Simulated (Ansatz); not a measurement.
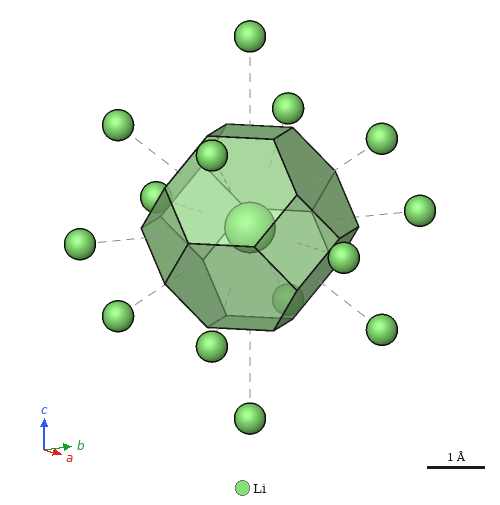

The polyhedron is the computed Voronoi (Dirichlet) cell of the central atom: each face lies in the plane that bisects the line to a neighbour. Central atom: Li (2a) in Li; faces take the colour of the neighbour behind them. Source: coordinates from a relaxation with DFT PBEsol, scalar-relativistic, plane waves, PAW in Ansatz 0.2.0.

Li, space group Im-3m (No. 229), a = 3.431 Å, b = 3.431 Å, c = 3.431 Å, α = 90.00°, β = 90.00°, γ = 90.00°

| site | Wyckoff | x | y | z |
| --- | --- | --- | --- | --- |
| Li | 2a | 0.0000 | 0.0000 | 0.0000 |

**How many faces does the cell have, and of which kinds?**

14 faces, index ⟨0,6,0,8⟩: a truncated octahedron, as in the body-centred cubic structure.

**Which neighbours share a face with the central atom?**

14 Li (100 % of the solid angle).

**What is the volume of this Voronoi cell?**

20.2 Å³, equal to the mean volume per atom.
